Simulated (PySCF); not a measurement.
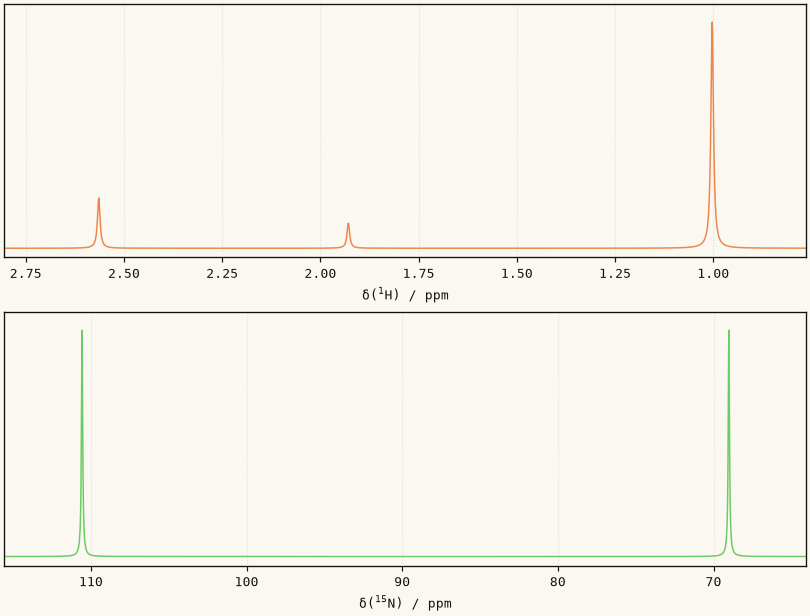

GIAO shifts, PBE0/pcSseg-1, PySCF, at a GFN2-xTB geometry (no frequency check), against TMS for ¹H and NH₃ for ¹⁵N computed at the same level (¹⁵N: a single molecule, while the usual scales start at liquid NH₃ or nitromethane; multiply bonded nitrogen can come out tens of ppm too deshielded). Gas phase, fully decoupled, line heights follow the number of nuclei, widths are arbitrary (no quadrupolar broadening); values of one conformer, averaged over nuclei that symmetry, rotation about single bonds or inversion at nitrogen exchange, these motions taken as fast. Protons on N, O or S are those of the isolated molecule, without hydrogen bonds to neighbours or exchange.

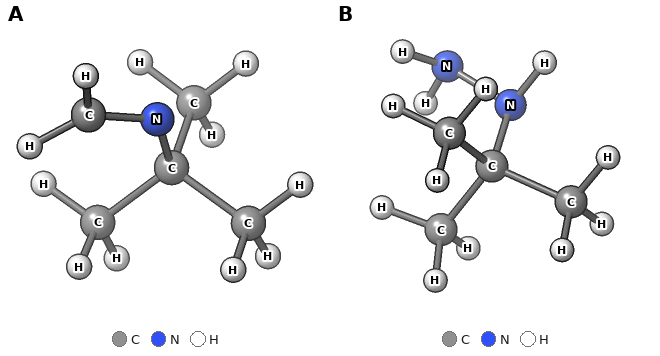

Which molecule was computed? Choose among the lettered structures.

Answer. Structure B, C₄H₁₂N₂ (tert-butylhydrazine), SMILES CC(C)(C)NN. Its ¹H signals: 2.56 (2 H), 1.93 (1 H), 1.00 (9 H) ppm. Its ¹⁵N signals: 110.6 (1 N), 69.0 (1 N) ppm.

Known limits of this run: the tight-binding geometry is rougher than a DFT one and adds to the error.
